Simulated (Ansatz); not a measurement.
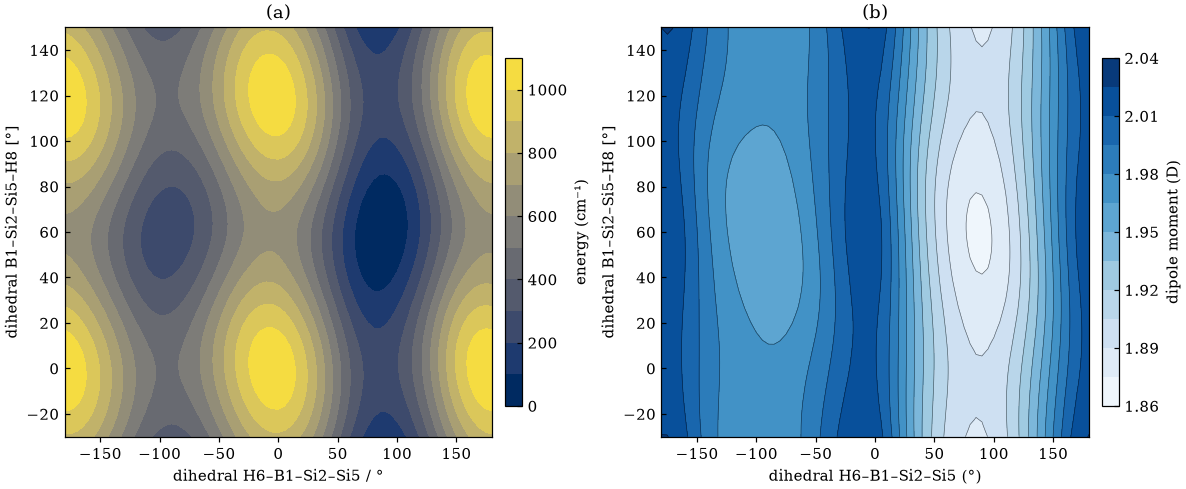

BF2H5Si2, SMILES B[Si](F)(F)[SiH3]. First axis: dihedral H6–B1–Si2–Si5. Second axis: dihedral B1–Si2–Si5–H8. Nothing is relaxed (all other coordinates rigid). The grid has 10 × 11 points. Energies: cm⁻¹, counted from the relaxed molecule at the same level. These are results of RKS PBE0-D4/def2-SVP in Ansatz 0.2.0, not measurements.

Panel (a) is the energy and panel (b) the computed dipole moment on the same grid.

In the figure: filled contours. Between grid points the surface is interpolated.

### How does the dipole moment vary over the map, and what is it at the lowest grid point?

Leaving out the highest fifth of the energies, it runs from 1.88 D at dihedral H6–B1–Si2–Si5 = 72°, dihedral B1–Si2–Si5–H8 = 60° to 2.02 D at dihedral H6–B1–Si2–Si5 = −180°, dihedral B1–Si2–Si5–H8 = 60°. At the lowest grid point, dihedral H6–B1–Si2–Si5 = 72°, dihedral B1–Si2–Si5–H8 = 60°, it is 1.88 D.
